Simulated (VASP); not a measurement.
## Nickel with LDA: from relaxation to properties

Aim: relax Nickel with LDA, compute its properties on that cell and hold them against experiment. The steps: magnetic order: ferromagnetic, magnetic order: antiferromagnetic, q = (0, 0, 1/2), magnetic order: antiferromagnetic, q = (1/2, 1/2, 0), the orders side by side, relaxing cell and atoms (LDA), second relaxation, single point with fields (LDA), bands along the symmetry lines (LDA), total and projected DOS (LDA), core-level energies (LDA) and electric field gradients (LDA). Left out of this account: 1 further run (phonons: it ended without a result to show). The start is a cell from a database of measured crystal structures.

Main program and level: VASP 6.6.1; LDA, spin-polarised from a ferromagnetic start (one magnetic atom a cell); plane waves and PAW (Ni), in the first sound run; inputs show where later runs differ.

**Measured values to reproduce.**

“Abiotic ammonium formation in the presence of Ni-Fe metals and alloys and its implications for the Hadean nitrogen cycle” (2008, pmc:2430951) reports for Ni, fcc, by powder XRD, LeBail refinement (commercial nickel metal powder): lattice constant a (cubic cell parameter a) 3.523 ± 0.001 Å [commercial metal powder; measurement temperature not stated].

Report form: the programs' logs are mostly left out.

### 1. Starting point

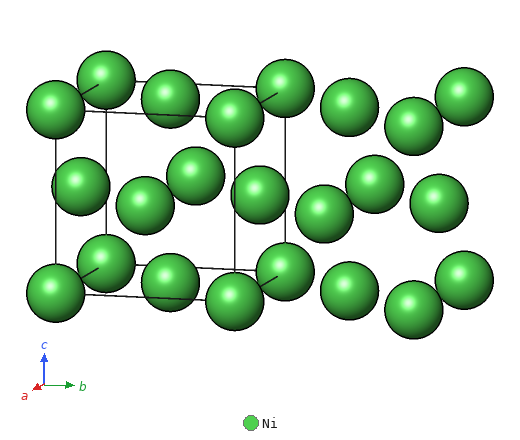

The starting structure, seen slightly off an axis (nickel green). 1×2×1 cells are drawn. This picture shows the conventional cell, with its axes. Some periodic images of atoms are drawn too.

### 2. Magnetic order: ferromagnetic

The properties of a magnet depend on its order, so a few collinear patterns are compared first on the cell as listed, beginning with all moments parallel. LDA, the lowest rung, knows the local density alone.

File INCAR:

```
SYSTEM = Ni
PREC = Accurate
ENCUT = 400
EDIFF = 1E-06
NELM = 100
ISMEAR = 1
SIGMA = 0.2
LREAL = .FALSE.
ALGO = Normal
GGA = CA
NBANDS = 12
ISPIN = 2
MAGMOM = 1
LASPH = .TRUE.
LMAXMIX = 4
LORBIT = 11
LWAVE = .FALSE.
LCHARG = .FALSE.
KPAR = 4
ISIF = 2
```

File POSCAR:

```
Ni
1.0
    0.0000000000      1.7619350000      1.7619350000
    1.7619350000      0.0000000000      1.7619350000
    1.7619350000      1.7619350000      0.0000000000
Ni
1
Direct
    0.0000000000      0.0000000000      0.0000000000
```

File KPOINTS:

```
Automatic mesh
0
Gamma
11 11 11
0 0 0
```

The projector-augmented-wave data sets are Ni (LDA family, release 64).

Run with:

```
> mpirun -np 4 vasp_std
```

Run time: 2 s. Hardware: 4 MPI ranks of Intel Xeon 6975P-C (Granite Rapids), shared host; peak memory 0.44 GiB; 4.8 s of CPU time.

The k-mesh is coarse for a metal. At this level the cell is under a tension of 18.7 GPa, so at these settings it is away from equilibrium.

Numbers from this step:

```yaml
scf_cycles: 13
electrons: 10
bands: 12
irreducible_k_points: 56
symmetry_operations: 48
free_energy_toten: -6.528 eV
energy_at_zero_smearing: -6.528 eV
fermi_energy: 8.935 eV
pressure: -18.65 GPa
moment_of_the_cell_from_the_last_line_of_the_log: 0.5711 μB
metallic: yes
```

Spin moment in the PAW sphere by atom:

| atom | spin moment in the PAW sphere (μB) |
| --- | --- |
| Ni1 | 0.578 |

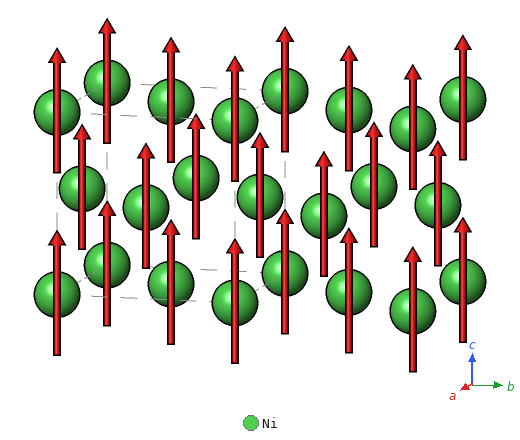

Spin moment in the PAW sphere as arrows, the longest 0.578 μB. Up and down stand for the sign. Arrows give size and sign along the axis of quantisation, drawn up and down the page. 1×2×1 conventional cells are drawn. Some periodic images of atoms are drawn too.

The run ends ferromagnetic with a largest moment of 0.58 μB, and the mesh shows no gap.

### 3. Magnetic order: antiferromagnetic, q = (0, 0, 1/2)

This step: LDA, spin-polarised from an antiferromagnetic start; plane waves and PAW (Ni) (VASP 6.6.1).

System of this step: Nickel. The structure is cubic, space group Fm-3m (No. 225). The conventional cell has a = 3.524 Å, b = 3.524 Å, c = 3.524 Å, α = 90.00°, β = 90.00°, γ = 90.00°. Nearest to Ni lie 12 Ni at 2.49 Å.

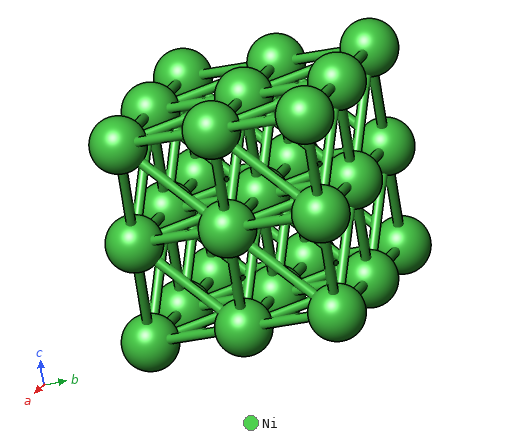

The cell of this step (nickel green). 2×2×1 cells are drawn. Some periodic images of atoms are drawn too.

Next, a pattern with opposite moments, which needs a doubled cell; q is given in the reciprocal vectors of the primitive cell.

Edit INCAR of step 2 so:

```diff
@@ -10,5 +10,5 @@
 GGA = CA
-NBANDS = 12
+NBANDS = 17
 ISPIN = 2
-MAGMOM = 1
+MAGMOM = 1 -1
 LASPH = .TRUE.
```

File POSCAR:

```
Ni
1.0
    0.0000000000      1.7619350000      1.7619350000
    1.7619350000      0.0000000000      1.7619350000
    3.5238700000      3.5238700000      0.0000000000
Ni
2
Direct
    0.0000000000      0.0000000000      0.0000000000
    0.0000000000      0.0000000000      0.5000000000
```

KPOINTS is that of step 2.

Run with:

```
> mpirun -np 4 vasp_std
```

Wall time 14 s (4 MPI ranks); peak memory 0.61 GiB.

At this level the cell is under a tension of 19.2 GPa, so at these settings it is away from equilibrium.

This step gave:

```
SCF cycles              : 21
electrons               : 20
bands                   : 17
irreducible k-points    : 146
symmetry operations     : 12
free energy (TOTEN)     : -12.97 eV
energy at zero smearing : -12.96 eV
Fermi energy            : 8.771 eV
pressure                : -19.23 GPa
```

Spin moment in the PAW sphere by atom:

| atom | spin moment in the PAW sphere (μB) |
| --- | --- |
| Ni1 | 0.0020 |
| Ni2 | -0.0020 |

The energy lies +49.8 meV an atom from the first pattern. The moments fall under 0.1 μB, and the mesh shows no gap.

### 4. Magnetic order: antiferromagnetic, q = (1/2, 1/2, 0)

INCAR is that of step 3.

File POSCAR:

```
Ni
1.0
    0.0000000000      3.5238700000      3.5238700000
    1.7619350000      1.7619350000      3.5238700000
    1.7619350000      1.7619350000      0.0000000000
Ni
2
Direct
    0.0000000000      0.0000000000      0.0000000000
    0.5000000000      0.0000000000      0.0000000000
```

KPOINTS is that of step 3.

Run with:

```
> mpirun -np 4 vasp_std
```

It took 17 s on 4 MPI ranks; peak memory 0.64 GiB.

Numbers from this step:

* SCF cycles: 16
* irreducible k-points: 126
* symmetry operations: 16
* Fermi energy: 8.773 eV
* pressure: -19.24 GPa

The energy lies +48.5 meV an atom from the first pattern. The moments fall under 0.1 μB, and the mesh shows no gap.

### 5. The orders side by side

This step: collinear orders at LDA; plane waves and PAW (VASP 6.6.1).

This step runs nothing: it gathers the runs above.

Patterns, by row:

| start | atoms | energy less that of the first (meV/atom) | largest site moment (μB) | end state |
| --- | --- | --- | --- | --- |
| ferromagnetic | 1 | 0 | 0.58 | ferromagnetic |
| antiferromagnetic, q = (0, 0, 1/2) | 2 | 49.8 | 0 | non-magnetic |
| antiferromagnetic, q = (1/2, 1/2, 0) | 2 | 48.5 | 0 | non-magnetic |

The session goes on in the lowest magnetic state found: ferromagnetic. Runs that ended non-magnetic differ by up to 1.2 meV an atom among themselves, which is the error from the unlike meshes of the cells.

### 6. Relaxing cell and atoms (LDA)

This step: LDA, spin-polarised from a ferromagnetic start (one magnetic atom a cell); plane waves and PAW (Ni) (VASP 6.6.1).

System of this step: Nickel. Symmetry: Fm-3m, No. 225, cubic system. Conventional cell: a = 3.524 Å, b = 3.524 Å, c = 3.524 Å, α = 90.00°, β = 90.00°, γ = 90.00°. Nearest to Ni lie 12 Ni at 2.49 Å.

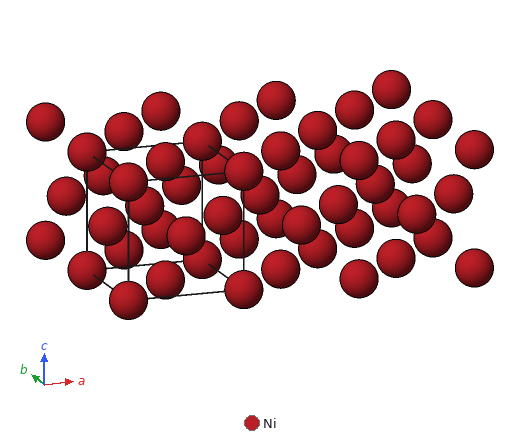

The cell of this step (nickel red). 3×2×1 conventional cells are drawn. Some periodic images of atoms are drawn too.

Properties are meant for the cell that this level of theory prefers, so cell and atoms are relaxed first (ISIF = 3) until forces and stress are small; EDIFFG sets the threshold.

Edit INCAR of step 4 so:

```diff
@@ -10,5 +10,5 @@
 GGA = CA
-NBANDS = 17
+NBANDS = 12
 ISPIN = 2
-MAGMOM = 1 -1
+MAGMOM = 0.58
 LASPH = .TRUE.
@@ -19,2 +19,5 @@
 KPAR = 4
-ISIF = 2
+IBRION = 2
+NSW = 60
+ISIF = 3
+EDIFFG = -0.01
```

File POSCAR:

```
Ni
1.0
    0.0000000000      1.7619350000      1.7619350000
    1.7619350000      0.0000000000      1.7619350000
    1.7619350000      1.7619350000      0.0000000000
Ni
1
Direct
    0.0000000000      0.0000000000      0.0000000000
```

KPOINTS is that of step 4.

Run with:

```
> mpirun -np 4 vasp_std
```

Elapsed: 4.2 s, on 4 MPI ranks; peak memory 0.5 GiB.

The magnetic order is the only one that the search above brought to convergence with its moments; longer or canted patterns were not tried. After so large a change of volume the plane waves of the start cell no longer fit, so the final stress carries a basis-set error. The run keeps the 48 symmetry operations of its start, so it cannot find a distortion of lower symmetry.

Step by step:

| step | energy less that of the first step (eV) | largest force (eV/Å) | pressure (GPa) | volume (Å³) |
| --- | --- | --- | --- | --- |
| 1 | 0.0000 | 0.0000 | -18.67 | 10.94 |
| 2 | 0.0300 | 0.0000 | 33.25 | 9.04 |
| 3 | -0.0597 | 0.0000 | -0.49 | 10.02 |
| 4 | -0.0597 | 0.0000 | -0.03 | 10.00 |

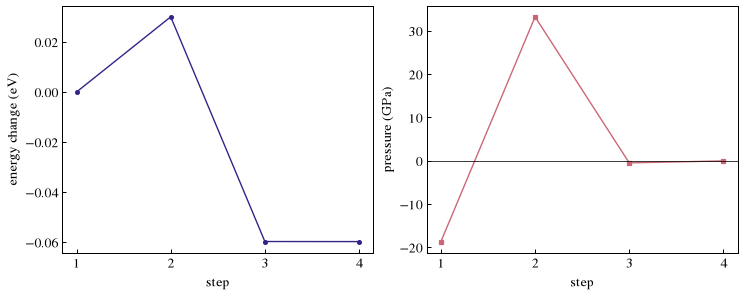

Energy and pressure along the relaxation.

| conventional cell, symmetrised | before | after | change |
| --- | --- | --- | --- |
| a (Å) | 3.524 | 3.420 | -2.9 % |
| b (Å) | 3.524 | 3.420 | -2.9 % |
| c (Å) | 3.524 | 3.420 | -2.9 % |
| volume (Å³/atom) | 10.94 | 10.00 | -8.6 % |

Final coordinates:

```
Ni
1.0
     0.00000    1.70999    1.70999
     1.70999    0.00000    1.70999
     1.70999    1.70999    0.00000
Ni
1
Direct
  0.00000 0.00000 0.00000
```

This step gave:

```yaml
electrons: 10
bands: 12
irreducible_k_points: 56
symmetry_operations: 48
free_energy_toten: -6.588 eV
energy_at_zero_smearing: -6.588 eV
fermi_energy: 10.27 eV
pressure: -0.02980 GPa
moment_of_the_cell_from_the_last_line_of_the_log: 0.5709 μB
scf_cycles_over_all_ionic_steps: 35
```

Spin moment in the PAW sphere by atom:

| atom | spin moment in the PAW sphere (μB) |
| --- | --- |
| Ni1 | 0.571 |

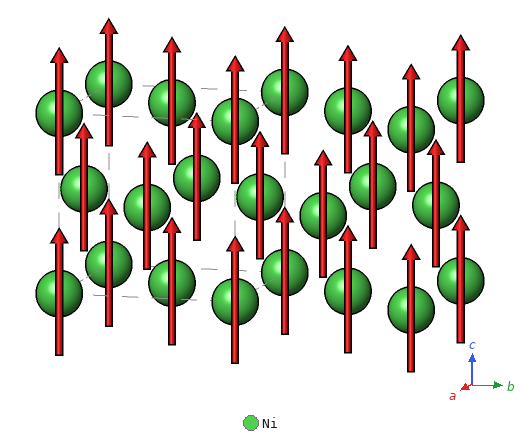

Spin moment in the PAW sphere as arrows, the longest 0.571 μB. Up and down stand for the sign. Arrows give size and sign along the axis of quantisation, drawn up and down the page. 1×2×1 conventional cells are drawn. Some periodic images of atoms are drawn too.

It ends with forces that vanish by symmetry and a pressure of -0.03 GPa.

### 7. Second relaxation

The basis stayed that of the start cell while the cell moved. A rerun from the cell reached resets it; the error of the finite cutoff stays.

INCAR is that of step 6.

File POSCAR:

```
Ni
1.0
    0.0000000000      1.7099876227      1.7099876227
    1.7099876227      0.0000000000      1.7099876227
    1.7099876227      1.7099876227      0.0000000000
Ni
1
Direct
    0.0000000000      0.0000000000      0.0000000000
```

KPOINTS is that of step 6.

Run with:

```
> mpirun -np 4 vasp_std
```

Elapsed: 3.8 s, on 4 MPI ranks; peak memory 0.47 GiB; 12 s of CPU time.

Little changed from the start: no atom moved by 0.005 Å and no cell edge by 0.1 %.

This step gave:

| Property | Result |
| --- | --- |
| free energy (TOTEN) | -6.585 eV |
| energy at zero smearing | -6.585 eV |
| Fermi energy | 10.29 eV |
| pressure | 0.02898 GPa |
| SCF cycles over all ionic steps | 24 |

It ends with forces that vanish by symmetry and a pressure of 0.03 GPa. The volume moved by only 0.09 %, so the volume is settled.

### 8. Single point with fields (LDA)

The relaxed cell gets a fresh self-consistent run, on a basis set for its own volume, to fix the density and to check the remaining stress.

Edit INCAR of step 7 so:

```diff
@@ -17,7 +17,5 @@
 LWAVE = .FALSE.
-LCHARG = .FALSE.
-KPAR = 4
-IBRION = 2
-NSW = 60
-ISIF = 3
-EDIFFG = -0.01
+LCHARG = .TRUE.
+ISIF = 2
+LELF = .TRUE.
+LVHAR = .TRUE.
```

File POSCAR:

```
Ni
1.0
    0.0000000000      1.7094510755      1.7094510755
    1.7094510755      0.0000000000      1.7094510755
    1.7094510755      1.7094510755      0.0000000000
Ni
1
Direct
    0.0000000000      0.0000000000      0.0000000000
```

KPOINTS is that of step 7.

Run with:

```
> mpirun -np 4 vasp_std
```

Wall time 3.8 s (4 MPI ranks); peak memory 0.38 GiB; 12 s of CPU time.

With spin, VASP writes an ELF for each channel.

Numbers from this step:

```yaml
scf_cycles: 13
pressure: -0.003481 GPa
```

Valence electrons inside each PAW sphere by angular momentum. Sphere charges, by row:

| atom | s (e) | p (e) | d (e) | tot (e) |
| --- | --- | --- | --- | --- |
| Ni1 | 0.537 | 0.577 | 8.367 | 9.481 |

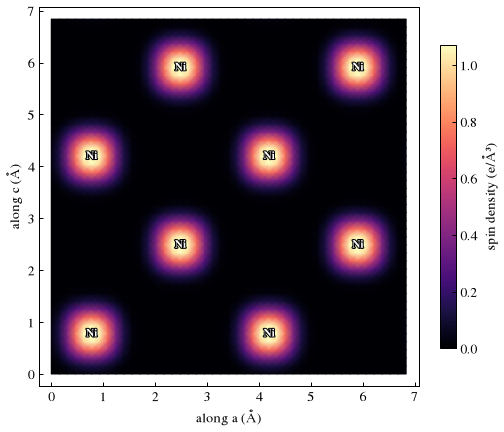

Spin density in the ac plane of the conventional cell at fractional y = 0.000, with atoms of Ni within 0.2 Å of it. The map starts off the cell's origin, so that atoms lie inside it.

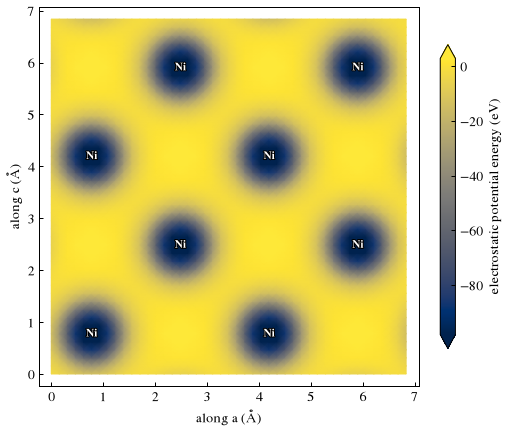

Electrostatic potential energy in the ac plane of the conventional cell at fractional y = 0.000, with atoms of Ni within 0.2 Å of it. With pseudopotentials it is smooth inside the atoms' cores, unlike the true potential. The map starts off the cell's origin, so that atoms lie inside it.

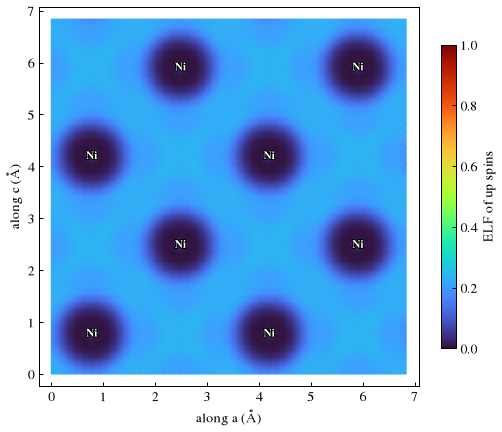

ELF of up spins in the ac plane of the conventional cell at fractional y = 0.000, with atoms of Ni within 0.2 Å of it. It is the smooth field of the valence electrons, not physical close to the nuclei. The map starts off the cell's origin, so that atoms lie inside it.

In this run the pressure is 0.00 GPa, small enough to go on.

### 9. Bands along the symmetry lines (LDA)

The mesh alone shows little of the dispersion and can miss band extrema, so KPOINTS_OPT adds a path through the symmetry points after the self-consistent cycle.

File INCAR:

```
SYSTEM = Ni
PREC = Accurate
ENCUT = 400
EDIFF = 1E-06
NELM = 100
ISMEAR = 1
SIGMA = 0.2
LREAL = .FALSE.
ALGO = Normal
GGA = CA
NBANDS = 17
ISPIN = 2
MAGMOM = 0.571
LASPH = .TRUE.
LMAXMIX = 4
LORBIT = 11
LWAVE = .FALSE.
LCHARG = .FALSE.
KPAR = 4
```

POSCAR is that of step 8.

KPOINTS is that of step 8.

File KPOINTS_OPT:

```
Line mode
16
Line-mode
Reciprocal
  0.00000000   0.00000000   0.00000000 GAMMA
  0.50000000   0.00000000   0.50000000 X

  0.50000000   0.00000000   0.50000000 X
  0.50000000   0.25000000   0.75000000 W

  0.50000000   0.25000000   0.75000000 W
  0.37500000   0.37500000   0.75000000 K

  0.37500000   0.37500000   0.75000000 K
  0.00000000   0.00000000   0.00000000 GAMMA

  0.00000000   0.00000000   0.00000000 GAMMA
  0.50000000   0.50000000   0.50000000 L

  0.50000000   0.50000000   0.50000000 L
  0.62500000   0.25000000   0.62500000 U

  0.62500000   0.25000000   0.62500000 U
  0.50000000   0.25000000   0.75000000 W

  0.50000000   0.25000000   0.75000000 W
  0.50000000   0.50000000   0.50000000 L

  0.50000000   0.50000000   0.50000000 L
  0.37500000   0.37500000   0.75000000 K

  0.62500000   0.25000000   0.62500000 U
  0.50000000   0.00000000   0.50000000 X
```

Run with:

```
> mpirun -np 4 vasp_std
```

Run time: 4.8 s. Hardware: 4 MPI ranks; peak memory 0.49 GiB.

Numbers from this step:

| Quantity | Value |
| --- | --- |
| bands | 17 |
| pressure | -0.002415 GPa |

Spin up. Electronic bands along the path, in eV, zero at the Fermi level; # counts the bands kept:

| point | #2 | #3 | #4 | #5 | #6 | #7 |
| --- | --- | --- | --- | --- | --- | --- |
| Γ | -2.56 | -2.56 | -2.56 | -1.26 | -1.26 | 24.51 |
| X | -4.59 | -0.44 | -0.29 | -0.29 | 2.52 | 10.08 |
| W | -3.30 | -3.30 | -1.34 | -0.29 | 8.28 | 8.28 |
| K | -4.05 | -2.21 | -1.08 | -0.58 | 6.15 | 7.82 |
| Γ | -2.56 | -2.56 | -2.56 | -1.26 | -1.26 | 24.51 |
| L | -2.57 | -2.57 | -0.47 | -0.47 | -0.40 | 6.37 |
| U | -4.05 | -2.21 | -1.08 | -0.58 | 6.15 | 7.82 |
| W | -3.30 | -3.30 | -1.34 | -0.29 | 8.28 | 8.28 |
| L | -2.57 | -2.57 | -0.47 | -0.47 | -0.40 | 6.37 |
| K | -4.05 | -2.21 | -1.08 | -0.58 | 6.15 | 7.82 |
| jump to U | -4.05 | -2.21 | -1.08 | -0.58 | 6.15 | 7.82 |
| X | -4.59 | -0.44 | -0.29 | -0.29 | 2.52 | 10.08 |

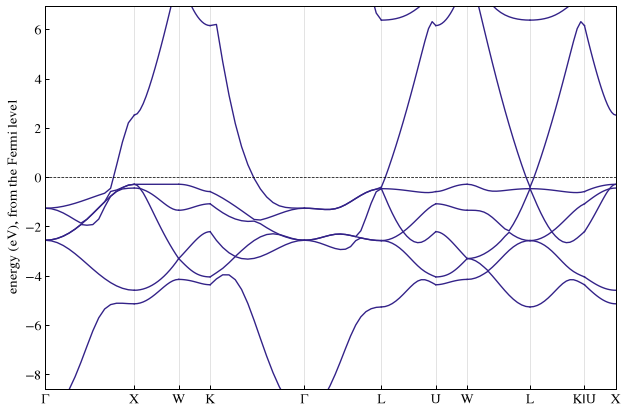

Electronic bands along the path.

Spin down. The electronic bands at the labelled points (eV, zero at the Fermi level; # counts the bands kept):

| point | #1 | #2 | #3 | #4 | #5 | #6 | #7 |
| --- | --- | --- | --- | --- | --- | --- | --- |
| Γ | -9.54 | -1.97 | -1.97 | -1.97 | -0.72 | -0.72 | 24.49 |
| X | -4.80 | -4.10 | 0.13 | 0.38 | 0.38 | 2.57 | 10.35 |
| W | -3.78 | -2.82 | -2.82 | -0.82 | 0.39 | 8.49 | 8.49 |
| K | -3.98 | -3.61 | -1.72 | -0.54 | 0.08 | 6.38 | 8.04 |
| Γ | -9.54 | -1.97 | -1.97 | -1.97 | -0.72 | -0.72 | 24.49 |
| L | -4.90 | -2.05 | -2.05 | -0.37 | 0.16 | 0.16 | 6.74 |
| U | -3.98 | -3.61 | -1.72 | -0.54 | 0.08 | 6.38 | 8.04 |
| W | -3.78 | -2.82 | -2.82 | -0.82 | 0.39 | 8.49 | 8.49 |
| L | -4.90 | -2.05 | -2.05 | -0.37 | 0.16 | 0.16 | 6.74 |
| K | -3.98 | -3.61 | -1.72 | -0.54 | 0.08 | 6.38 | 8.04 |
| jump to U | -3.98 | -3.61 | -1.72 | -0.54 | 0.08 | 6.38 | 8.04 |
| X | -4.80 | -4.10 | 0.13 | 0.38 | 0.38 | 2.57 | 10.35 |

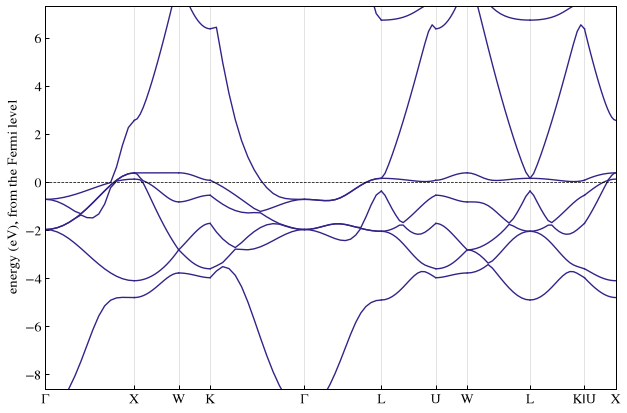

Electronic bands along the path.

There is no gap at this level.

Spin up: of the bands kept, 1 crosses the Fermi level on this path. Spin down: of the bands kept, 4 cross the Fermi level on this path.

(Part 1 of 2 ends here.)

[Lines on the potential files, build, host, timing and source positions are cut from VASP's logs without a mark.]

[Logs are printed without paths, hosts, clocks, repeated set-up lines and the standing remarks that a program may print on its own settings, such as how far it seeks lower states.]

[Hosts, paths, dates, database ids (printed as entryN), source tags and the programs' standing remarks are cut or masked in the printed files.]

[A measured line is paired with the nearest computed mode of its activity, which favours agreement.]
